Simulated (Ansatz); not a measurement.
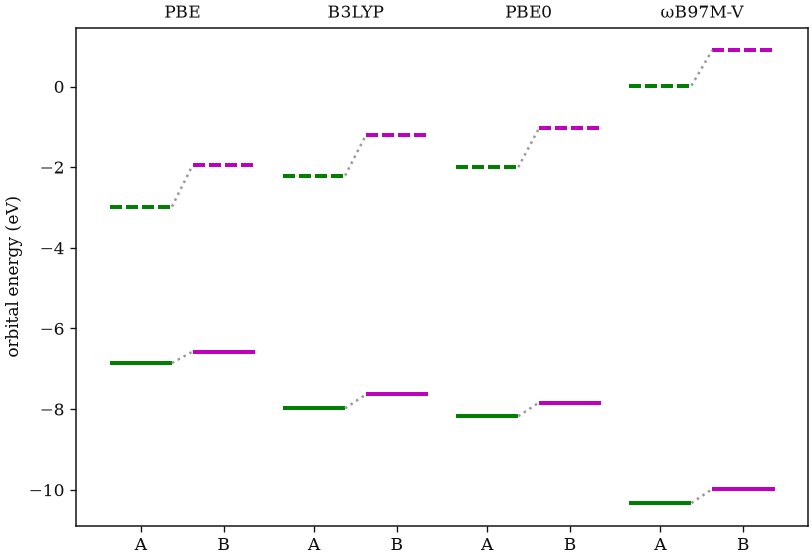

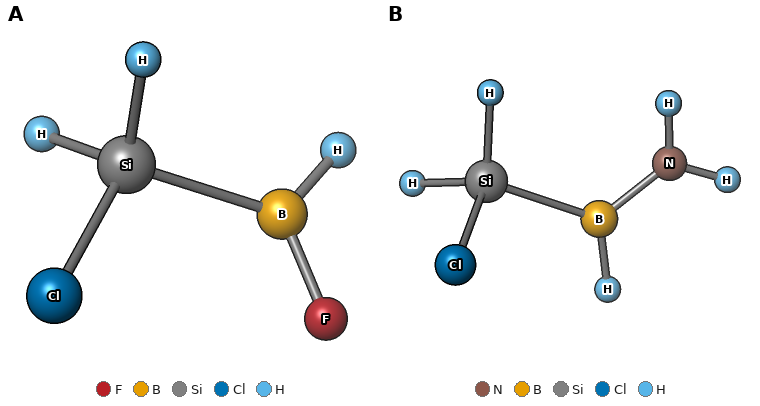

One change: A, BSiH₃ClF (SMILES FB[SiH2]Cl), becomes B, BSiNH₅Cl (SMILES NB[SiH2]Cl). F on B is replaced by NH₂. HOMO (solid) and LUMO (dashed) computed in def2-TZVPP at PBE0-D4/def2-TZVP geometries, both minima by their frequencies, gas phase, the Ansatz code. Empty levels above zero depend strongly on the basis.

Q: What does the change do to HOMO and LUMO?

A: PBE: the HOMO rises by 0.28 eV, the LUMO rises by 1.03 eV, and the separation goes from 3.88 to 4.63 eV. B3LYP: the HOMO rises by 0.34 eV, the LUMO rises by 1.00 eV, and the separation goes from 5.77 to 6.43 eV. PBE0: the HOMO rises by 0.34 eV, the LUMO rises by 0.97 eV, and the separation goes from 6.18 to 6.80 eV. ωB97M-V: the HOMO rises by 0.35 eV, the LUMO rises by 0.88 eV, and the separation goes from 10.35 to 10.88 eV.

Q: Do the functionals agree on the effect?

A: They agree on the direction for both levels; the HOMO shift lies between 0.28 and 0.35 eV and the LUMO shift between 0.88 and 1.03 eV, while the separations themselves differ by up to 6.5 eV between functionals.

Known limits of this run: one conformer of each flexible molecule.
